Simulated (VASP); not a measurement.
Band structure of SiO2 (space group P4_2/mnm). Computed with PBE GGA, VASP's PBE PAW potentials (set 64) (plane waves; VASP).

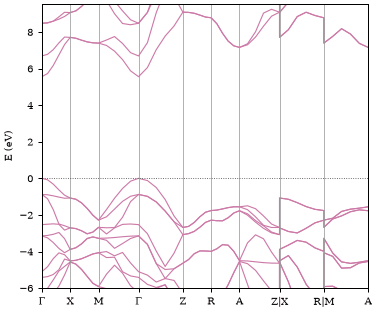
Bands along high-symmetry lines, zero at the valence-band maximum or, without a gap, the Fermi level

Question: Read the plot: is there a gap, and where are the band edges?

Answer: The gap is direct, 5.56 eV, from the valence maximum at Γ to the conduction minimum at Γ.

The structure is a typed SiO2 crystal. The cell was not relaxed at this level.
